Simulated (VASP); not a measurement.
Band structure of WC (relaxed from the CsCl structure, space group Pm-3m). Calculation: r2SCAN meta-GGA, VASP's PBE PAW potentials (set 64) (plane waves; VASP 6.6.1).

Unless said otherwise, spin-orbit coupling is left out, though it shifts the bands of the heavy elements here.

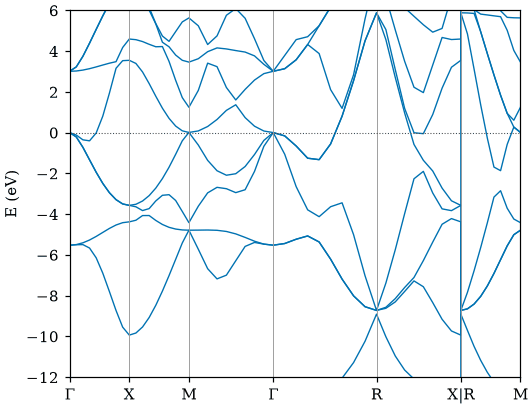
*Bands along high-symmetry lines, zero at the valence-band maximum or, without a gap, the Fermi level*

**Question.** Read the plot: is there a gap, and where are the band edges?

**Answer.** It has no gap at this level: it comes out as a metal or semimetal.

The structure was generated: WC was put into the CsCl type (Pm-3m), which need not be its known phase. It was relaxed first, which changed the volume by -19 %.
